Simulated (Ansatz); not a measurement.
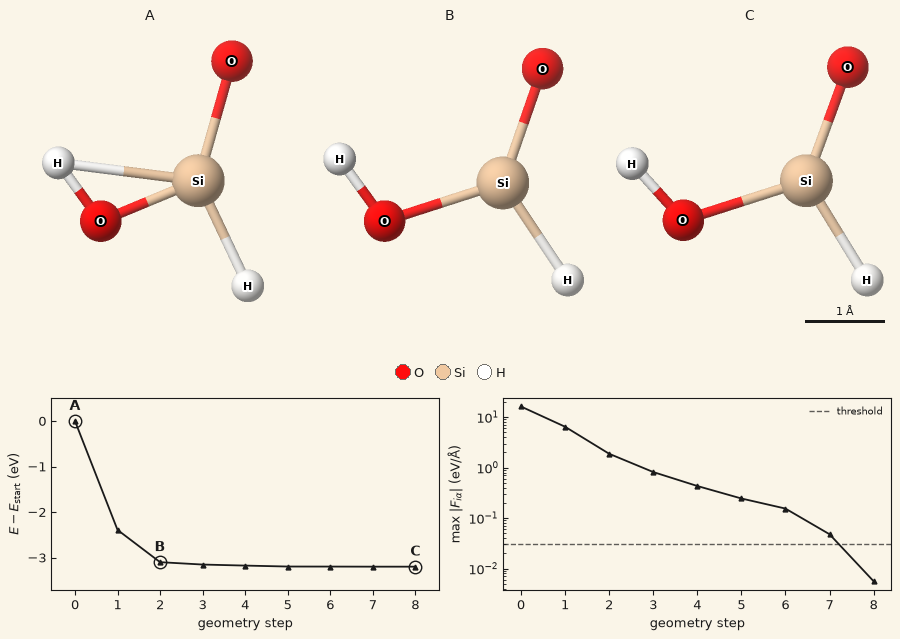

Frames of a relaxation of SiH$_{2}$O$_{2}$, marked on the history of the run. A ball-and-stick model, seen face on.

It is one of the separated reactants of a reaction.

All numbers below come from RKS PBE-D4/def2-SVP (Ansatz). Settings: force threshold 0.03 eV/Å; at most 250 steps.

> What happens along the run?

An H atom moves most after the best rigid fit: 0.34 Å. Largest moves by element: H 0.34 Å, O 0.22 Å, Si 0.10 Å. Near-neighbour distances that change, for instance: H–Si 1.809 → 2.245 Å, O–Si 1.353 → 1.657 Å, H–O 0.922 → 0.977 Å, O–Si 1.587 → 1.546 Å. Bond angles that change, for instance: O–Si–H 92.9° → 103.9°, Si–O–H 103.7° → 114.5°, O–Si–H 138.9° → 128.3°. After 8 geometry steps the energy has fallen by 3.198 eV. Largest force component: 16 eV/Å at the start, 0.0056 eV/Å at the end. Cost: 6.5 s on 2 threads of Arm Neoverse V1, with other jobs on the host. From step 0 to 2: an H atom moves most (0.27 Å), energy −3.099 eV. From step 2 to 8: an H atom moves most (0.11 Å), energy −0.099 eV.

```
step  E − E(0), eV  largest force component, eV/Å
   0        0.0000                        16.2649
   1       -2.3901                         6.4651
   2       -3.0987                         1.8841
   3       -3.1508                         0.8184
   4       -3.1736                         0.4328
   5       -3.1945                         0.2448
   6       -3.1954                         0.1545
   7       -3.1974                         0.0479
   8       -3.1975                         0.0056
```
